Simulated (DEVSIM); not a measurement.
Structure: abrupt GaAs p-n junction, at 300 K.

```tsv
layer (left to right)	material	thickness (μm)	Nd (cm⁻³)	Na (cm⁻³)	τn (s)	τp (s)
1	GaAs	0.200	-	2.7e15	2.8e-9	2.8e-9
2	GaAs	0.310	1.7e15	-	2.8e-9	2.8e-9
```

Left contact: ohmic. Right contact: ohmic. Voltage is applied to the left contact. Recombination: SRH at mid-gap, radiative. Mobility is constant in doping.

The device is made up for the run: typed textbook-type constants, with dimensions and the other settings drawn at random. Values at 300 K.

| parameter | GaAs |
|---|---|
| gap (eV) | 1.424 |
| affinity (eV) | 4.07 |
| permittivity | 12.9 |
| Nc (cm⁻³) | 4.7e17 |
| Nv (cm⁻³) | 9e18 |
| μn (cm²/Vs) | 8500 |
| μp (cm²/Vs) | 400 |
| B (cm³/s) | 2e-10 |

Model (solved in DEVSIM): 1D drift-diffusion, Boltzmann statistics, complete ionisation; no tunnelling, impact ionisation, image-force lowering or self-heating.

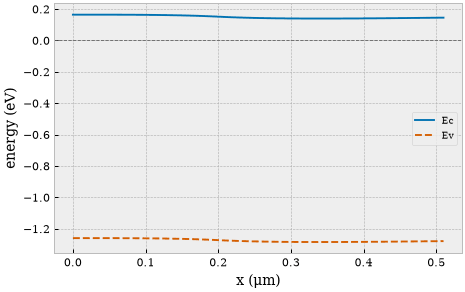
Figure: Band edges at 1.05 V on the left contact

Energies count from the Fermi level of the right contact; mesh points crowd at the junctions.

```tsv
x (μm)	Ec (eV)	Ev (eV)	n (cm⁻³)	p (cm⁻³)	field (V/cm)
0.000	0.164	-1.260	< 1e2	2.7e15	16
0.01021	0.164	-1.260	2.7e13	2.7e15	12
0.02368	0.164	-1.260	6.1e13	2.6e15	≈ 0
0.04145	0.164	-1.260	1.1e14	2.6e15	-49
0.07103	0.164	-1.260	1.9e14	2.5e15	-180
0.1000	0.163	-1.261	2.7e14	2.3e15	-400
0.1319	0.161	-1.263	3.8e14	2.1e15	-770
0.1628	0.158	-1.266	5.1e14	1.7e15	-1300
0.1796	0.156	-1.268	6.1e14	1.5e15	-1700
0.1923	0.153	-1.271	7.0e14	1.4e15	-2000
0.2010	0.151	-1.273	7.8e14	1.2e15	-2200
0.2146	0.149	-1.275	9.0e14	1.1e15	-1800
0.2303	0.146	-1.278	1.0e15	9.4e14	-1500
0.2516	0.143	-1.281	1.2e15	7.9e14	-1000
0.2925	0.141	-1.284	1.5e15	5.9e14	-430
0.3364	0.140	-1.284	1.6e15	4.5e14	-25
0.3840	0.140	-1.284	1.7e15	3.2e14	240
0.4251	0.141	-1.282	1.7e15	2.2e14	380
0.4608	0.143	-1.281	1.7e15	1.3e14	460
0.4815	0.144	-1.280	1.7e15	7.8e13	480
0.4967	0.145	-1.279	1.7e15	3.7e13	490
0.5100	0.145	-1.279	1.7e15	< 1e2	490
```
